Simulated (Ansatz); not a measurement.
# Sn₂Pb₃Se₅: what the fields show

```xyz
30
Lattice="4.3531 0.0000 0.0000 -2.1766 3.7699 0.0000 0.0000 0.0000 53.3490" Properties=species:S:1:pos:R:3 pbc="T T T"
Sn    2.1766    1.2566    1.7226
Sn    0.0000    2.5133   19.5060
Sn    0.0000    0.0000   37.2888
Sn    0.0000    0.0000   16.0602
Sn    2.1766    1.2566   33.8430
Sn    0.0000    2.5133   51.6263
Pb    0.0000    0.0000    5.2634
Pb    2.1766    1.2566   23.0468
Pb    0.0000    2.5133   40.8296
Pb    2.1766    1.2566   12.5194
Pb    0.0000    2.5133   30.3022
Pb    0.0000    0.0000   48.0856
Pb    0.0000    2.5133    8.8917
Pb    0.0000    0.0000   26.6745
Pb    2.1766    1.2566   44.4573
Se    0.0000    2.5133    3.4357
Se    0.0000    0.0000   21.2190
Se    2.1766    1.2566   39.0018
Se    0.0000    0.0000    0.0000
Se    2.1766    1.2566   17.7828
Se    0.0000    2.5133   35.5662
Se    0.0000    2.5133   14.3471
Se    0.0000    0.0000   32.1300
Se    2.1766    1.2566   49.9133
Se    0.0000    0.0000   10.7066
Se    2.1766    1.2566   28.4900
Se    0.0000    2.5133   46.2728
Se    2.1766    1.2566    7.0762
Se    0.0000    2.5133   24.8590
Se    0.0000    0.0000   42.6424
```

Space group R-3m; a structure generated by program, which may or may not match a known phase.

These are results of Ansatz, DFT r2SCAN, scalar-relativistic, plane waves, PAW, not measurements.

In a PAW calculation such maps are meaningful between the atoms, not at the nuclei.

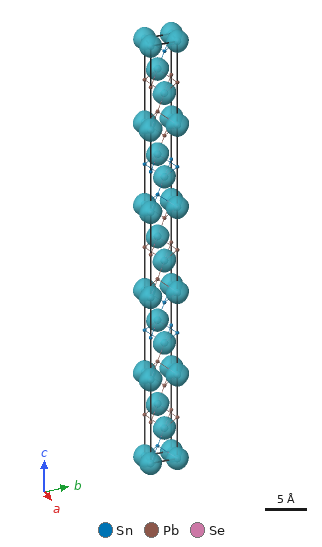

Figure 1. Isosurface of the electron localisation function at 0.55 (cyan), seen slightly off an axis. Core shells and regions of very low density are left out. Sticks mark near contacts.

> What do the ELF domains correspond to?

At this value the surface marks out 15 regions wrapped around Se (the valence shell of each), counted in one cell of 30 atoms. Regions shared between cells count once. Profiles from the grid: Sn–Se (3.04 Å): the ELF is about 0.40 at the midpoint. Pb–Se (3.10 Å): the ELF is about 0.30 at the midpoint.

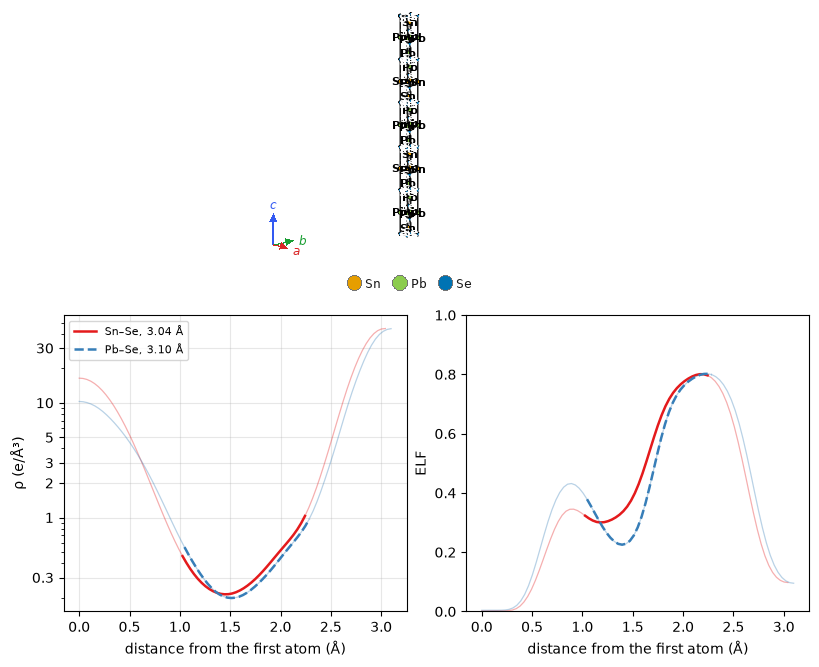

Figure 2. Valence pseudo-density and electron localisation function along straight lines between neighbouring atoms. Thin, pale parts lie inside the atomic spheres. The structure is drawn too.

> What can be read from the curves?

Sn–Se (3.04 Å): ρ is about 0.22 e/Å³ halfway; the ELF is about 0.40 at the midpoint.
Pb–Se (3.10 Å): ρ at the midpoint is about 0.2 e/Å³; the ELF is about 0.30 at the midpoint.

> How much charge does the calculation move between the atoms?

Electrons move from Sn and Pb towards Se. Bader charges: Sn +0.94, Pb +0.95 and Se −0.95 e.
